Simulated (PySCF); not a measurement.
**BLYP/def2-TZVPP run of CF2 (SMILES F[C]F)**

Aim: the energy change on altering one bond length of CF2 at BLYP/def2-TZVPP, from 2 runs. Input form: a Python script.

Program for the calculation: PySCF 2.14.0.

2 further runs of the same task are left out: 2 set aside as unsound or not needed.

**1. Starting point**

CF2 has 3 atoms, charge 0, and is taken as a singlet. SMILES: `F[C]F`. The shape is that of a PBE0-D4/def2-TZVP optimisation.

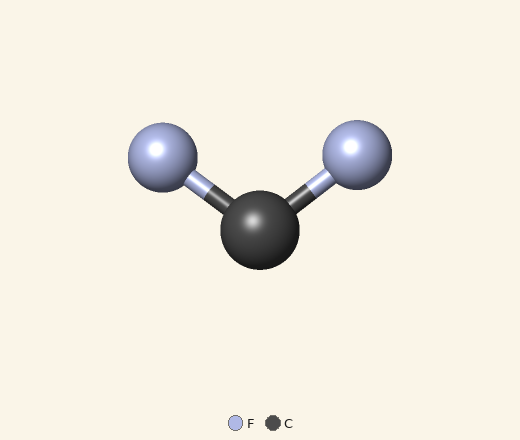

The structure, seen from a chosen angle (fluorine light blue, carbon dark grey).

**2. The energy at BLYP/def2-TZVPP**

calc.py reads:

```python
from pyscf import gto, dft

mol = gto.M(
    atom='''
F        0.316310       0.971410       0.281600
C        0.382340      -0.318520       0.175150
F       -0.698640      -0.652890      -0.456750
''',
    basis='def2-tzvpp',
    spin=0,
    charge=0,
    max_memory=1860,
    verbose=3,
)

ks = dft.RKS(mol, xc='blyp')
ks.conv_tol = 1e-10
ks.grids.level = 5
ks.kernel()
if not ks.converged:
    ks = ks.newton().run(ks.mo_coeff, ks.mo_occ)

e_final = ks.e_tot
print('E(%s) = %.9f' % ('BLYP', e_final))
```

Launch:

```console
$ OMP_NUM_THREADS=1 python calc.py
```

Log:

```text
converged SCF energy = -237.788933993477
E(BLYP) = -237.788933993
```

It took 26 s on 1 thread of Intel Xeon at 2.50GHz (Skylake/Cascade Lake), shared host; peak memory 0.44 GiB.

**3. The distorted shape**

run.py reads:

```python
from pyscf import gto, dft

molecule = gto.M(
    atom='''
F    0.856799   1.138595   0.597549
C    0.922829  -0.151335   0.491099
F   -0.698640  -0.652890  -0.456750
''',
    spin=0,
    basis='def2-tzvpp',
    max_memory=1860,
    verbose=3,
)

mf = dft.RKS(molecule, xc='blyp')
mf.grids.level = 5
mf.conv_tol = 1e-10
mf.kernel()
if not mf.converged:
    mf = mf.newton().run(mf.mo_coeff, mf.mo_occ)

e_final = mf.e_tot
print(f'total energy: {e_final:.8f} hartree')
```

Launch:

```console
$ OMP_NUM_THREADS=1 python run.py
```

Log:

```text
converged SCF energy = -237.719851873784
total energy: -237.71985187 hartree
```

Wall time 26 s (1 thread of Intel Xeon at 2.50GHz (Skylake/Cascade Lake), shared host); peak memory 0.45 GiB.

**4. What came out**

Level: BLYP/def2-TZVPP.

| quantity | value |
| --- | --- |
| first shape: total energy | -237.78893 Eh |
| first shape: dipole moment | 0.77 D |
| first shape: HOMO energy | -7.09 eV |
| first shape: LUMO energy | -3.40 eV |
| first shape: HOMO–LUMO gap | 3.69 eV |
| distorted shape: total energy | -237.71985 Eh |
| distorted shape: dipole moment | 3.20 D |
| distorted shape: HOMO energy | -7.90 eV |
| distorted shape: LUMO energy | -5.44 eV |
| distorted shape: HOMO–LUMO gap | 2.46 eV |
| energy change with the C2–F3 bond stretched from 1.296 to 1.944 Å | 1.880 eV |

One bond (distorted shape) is far stretched, which a spin-restricted single reference describes badly; a broken-symmetry solution may lie lower. With the C2–F3 bond stretched from 1.296 to 1.944 Å the energy rises by 1.88 eV (43 kcal/mol). The first shape isn't relaxed at this level, so the change isn't measured from a minimum. A restricted reference can't describe the breaking bond well at this length. Mulliken charges (first shape) run from -0.05 on F1 to +0.09 on C2; they depend strongly on the basis.
